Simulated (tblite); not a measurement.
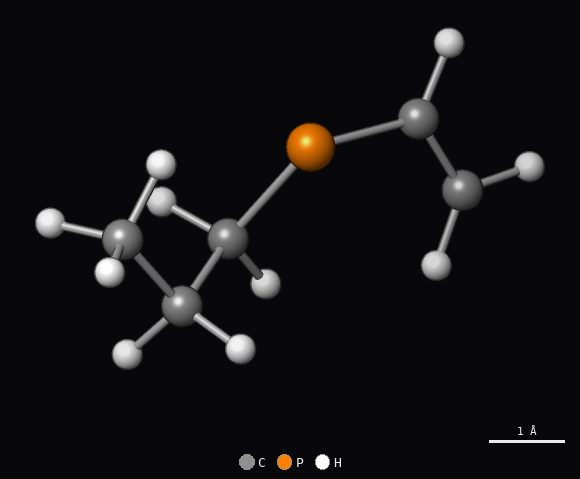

Starting structure of C$_{5}$H$_{10}$P (charge −1). Style: ball-and-stick. Shown at a tilt.

Computed with tblite 0.8.0, GFN2-xTB geometry optimisation, gas phase.

```xyz
16

C     2.9921   -0.0276    0.4783
C     2.3256    1.0078   -0.0645
P     0.5751    1.0256   -0.0394
C    -0.2203   -0.5885   -0.1644
C    -1.4825   -0.6329    0.7184
C    -2.4185    0.4212    0.2051
H     4.0794    0.0395    0.4270
H     2.5291   -0.8698    0.9393
H     2.8547    1.8524   -0.5120
H    -0.6110   -0.7623   -1.1981
H     0.4612   -1.4090    0.0871
H    -1.9491   -1.6204    0.4943
H    -1.2315   -0.4933    1.7879
H    -3.1714    0.7466    0.9544
H    -1.8185    1.2953   -0.1673
H    -2.9220    0.0241   -0.6900
```

> Predict the outcome.

The atom that moves furthest after the best rigid fit is H7 (1.22 Å). By element the largest moves are H 1.22 Å, P 1.18 Å, C 0.66 Å. Near-neighbour distances that change, for instance: P3–C4 1.804 → 1.878 Å, C6–H15 1.124 → 1.088 Å, C4–H10 1.119 → 1.097 Å, C5–C6 1.500 → 1.521 Å. Bond angles that change, for instance: C2–P3–C4 115.5° → 101.0°, C1–C2–P3 119.8° → 133.1°, P3–C2–H9 118.8° → 109.6°. Groups turn about P3–C4 by about 65°, C2–P3 by about 35°. Over 133 geometry steps the energy falls by 83.0 kJ/mol. Cost: 0.78 s on 1 thread of Arm Neoverse V1, with other jobs on the host.

History of the run:

```csv
step,"E − E(0), kJ/mol"
0,0.00
1,-23.88
2,-37.31
3,-43.61
4,-47.27
5,-50.21
6,-52.59
7,-54.79
8,-56.96
9,-58.74
10,-59.93
16,-67.09
23,-70.80
29,-72.22
36,-73.51
42,-74.16
49,-74.30
55,-74.46
62,-74.63
68,-74.79
75,-74.97
81,-75.15
88,-75.35
94,-76.63
101,-80.14
107,-82.13
114,-82.40
120,-82.57
127,-82.95
133,-83.02
```

The structure at the end:

```xyz
16

C     2.4420    0.0016    0.8402
C     2.0499    0.8624   -0.1155
P     0.6759    0.8946   -1.2123
C    -0.2325   -0.6659   -0.6966
C    -1.0447   -0.5331    0.5895
C    -2.1955    0.4463    0.4181
H     3.3563    0.1696    1.3972
H     1.8954   -0.8918    1.0935
H     2.6817    1.7328   -0.2962
H    -0.9014   -0.9224   -1.5269
H     0.4986   -1.4752   -0.6013
H    -1.4320   -1.5183    0.8888
H    -0.3854   -0.1727    1.3816
H    -2.7038    0.6379    1.3645
H    -1.7902    1.3790    0.0309
H    -2.9220    0.0639   -0.2993
```

The end point in the same view:

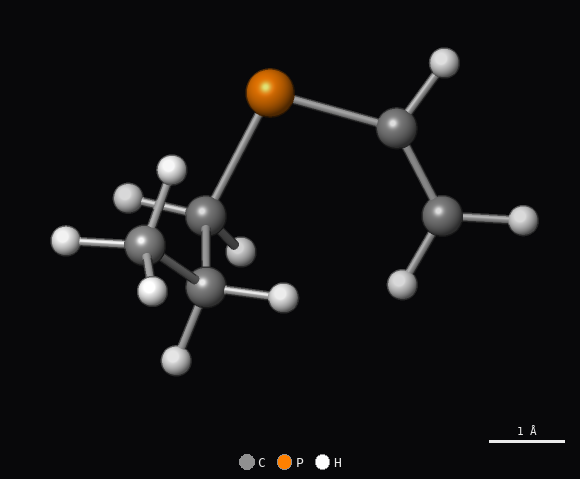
